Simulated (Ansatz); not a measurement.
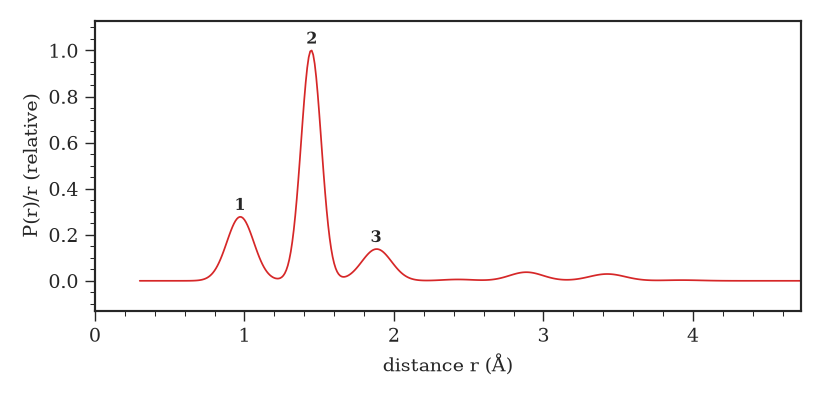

Simulated gas electron diffraction: radial distribution curve of H₃O₂ (spin multiplicity 2). Each pair of atoms contributes with weight ZᵢZⱼ/r; damping constant 0.001 Å²; vibrational amplitudes assumed, not computed: 0.05 Å for bonds, 0.078 Å for bonds to H, 0.06 + 0.015 r up to 0.15 Å for other pairs. The geometry is the end point of an optimisation (UKS r2SCAN-D4/def2-SVP (Ansatz)); it may be a saddle point or a higher isomer.

### Assign the numbered peaks of the radial distribution curve (– bonded, ··· not bonded).

Peak 1, 0.97 Å: O–H 0.97 Å (×2)
Peak 2, 1.45 Å: O–O 1.45 Å
Peak 3, 1.88 Å: O···H 1.88 Å (×2)
